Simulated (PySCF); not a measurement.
SMILES [SiH3][O][Zn][Cl] (H3ClOSiZn) at its PBE0/def2-SVP optimised geometry (Å):

```
7

Zn    -1.0818    -1.1626     3.0449
Cl    -1.1808    -1.2920     5.1318
O     -1.0539    -1.1289     1.2861
Si    -0.4464    -0.3040     0.0000
H     -0.8914     1.1289     0.0000
H     -0.9135    -0.9379    -1.2696
H      1.0539    -0.3040     0.0000
```

Level of theory: PBE0/def2-TZVP run with PySCF.

Map of the HOMO−1 amplitude (bohr^(-3/2)) on the plane z = 0.8 Å; orbital energy -8.66 eV, overall sign arbitrary:

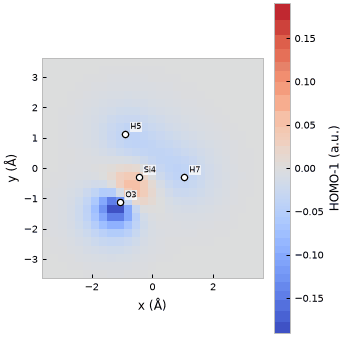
Fig. 1. HOMO−1 amplitude (bohr^(-3/2)) on the plane z = 0.8 Å.
